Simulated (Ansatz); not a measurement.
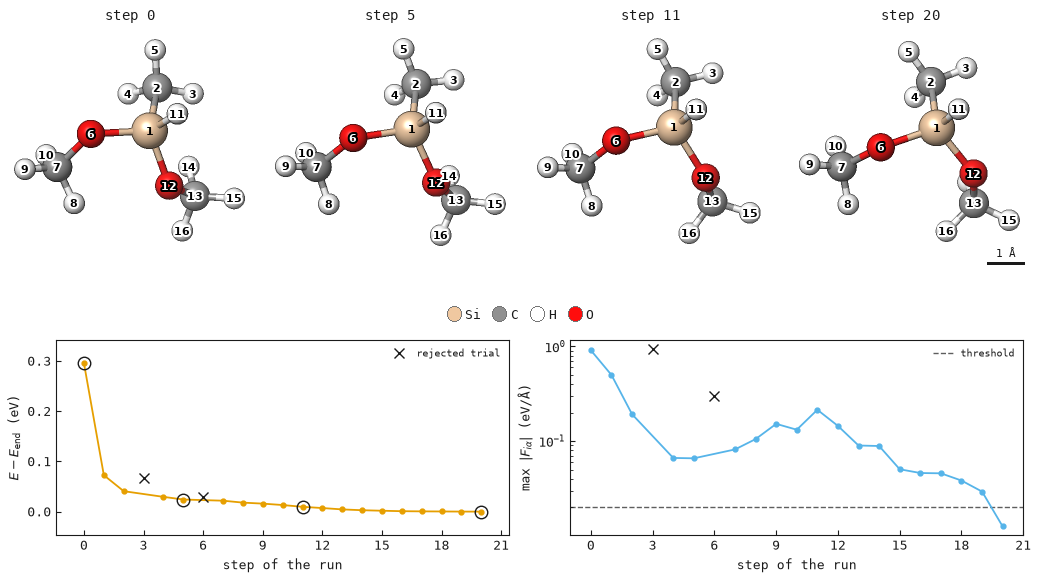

Frames of a relaxation of C3H10O2Si, marked on the history of the run. The picture is a ball-and-stick view, seen at a tilt.

The run prepares the start of a later molecular dynamics calculation, from a guessed geometry.

Method: RKS BHLYP/6-31G in Ansatz. Settings: no spin polarisation; force threshold 0.02 eV/Å; at most 40 steps.

Describe the path.

Over 18 accepted moves (20 points after the start) the energy falls by 0.295 eV. Largest force component: 0.91 eV/Å at the start, 0.013 eV/Å at the end. The line search rejected the trial steps at points 3, 6 of the run. The largest move after the best rigid fit is that of H3, 0.78 Å. Largest moves by element: H 0.78 Å, O 0.75 Å, C 0.25 Å, Si 0.22 Å. Some distances before and after: C13–H15 1.110 → 1.083 Å, Si1–O12 1.679 → 1.701 Å, Si1–C2 1.870 → 1.891 Å, C13–H14 1.110 → 1.090 Å. Bond angles that change, for instance: Si1–O12–C13 125.0° → 132.4°, C2–Si1–H11 109.5° → 114.6°, O6–Si1–H11 109.5° → 105.2°. Groups turn about O12–C13 by about 65°, Si1–O12 by about 60°, Si1–O6 by about 35°. From step 0 to 5: H3 moves most (0.42 Å), energy −0.271 eV. From step 5 to 11: H16 moves most (0.37 Å), energy −0.015 eV. From step 11 to 20: H and O atoms move most (0.25 Å), energy −0.010 eV.

```
step  E − E(0), eV  largest force component, eV/Å      note
   0        0.0000                         0.9111          
   1       -0.2225                         0.4998          
   2       -0.2543                         0.1923          
   3       -0.2282                         0.9490  rejected
   4       -0.2656                         0.0664          
   5       -0.2709                         0.0658          
   6       -0.2661                         0.2973  rejected
   7       -0.2733                         0.0817          
   8       -0.2771                         0.1051          
   9       -0.2791                         0.1523          
  10       -0.2819                         0.1320          
  11       -0.2855                         0.2145          
  12       -0.2879                         0.1448          
  13       -0.2906                         0.0899          
  14       -0.2922                         0.0888          
  15       -0.2933                         0.0505          
  16       -0.2942                         0.0460          
  17       -0.2945                         0.0457          
  18       -0.2947                         0.0383          
  19       -0.2950                         0.0293          
  20       -0.2950                         0.0126
```

Limits of the set-up: the basis has no polarisation functions, which atoms past neon need.
